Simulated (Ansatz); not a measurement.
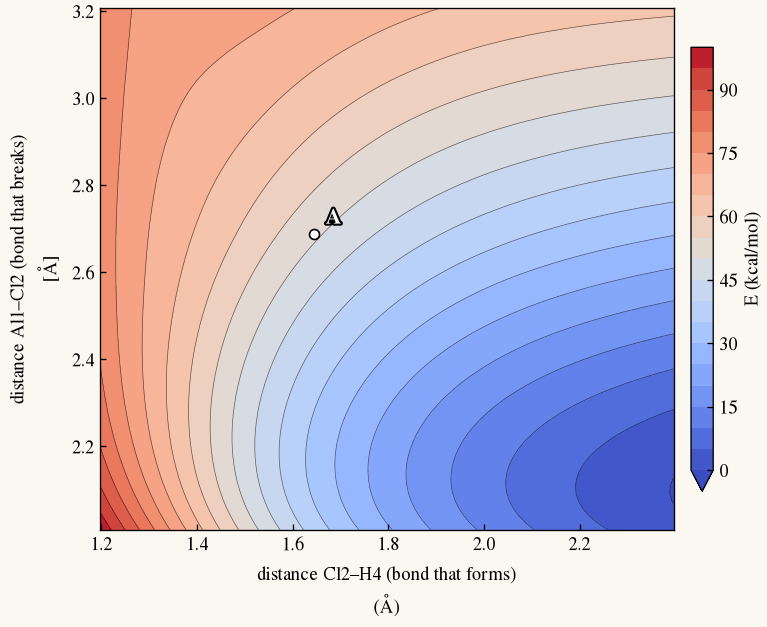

The reacting system AlCl2HO (fragments AlCl₂HO where the first distance is long, AlClO + ClH where the second is long). 
- Coordinates scanned: (1) distance Cl2–H4 (bond that forms); (2) distance Al1–Cl2 (bond that breaks).
- Relaxed at each point: all other coordinates.
- Grid: 12 × 12 points.
- Points are written as (first, second).
- Energies: kcal/mol, counted from the lowest grid point.
- The reference is spin-restricted, so regions where a bond is pulled apart into radicals lie too high.
- All numbers below come from RKS B3LYP-D4/def2-SVP in Ansatz.

In the figure: filled contours, the point A. Between grid points the surface is interpolated.

Is A at rest? If not, where is it pushed?

Answer. A, at (1.645 Å, 2.689 Å), is not a stationary point. The computed force is 51 kcal/mol for each Å towards larger values of the first coordinate and 43 kcal/mol for each Å towards smaller values of the second coordinate.
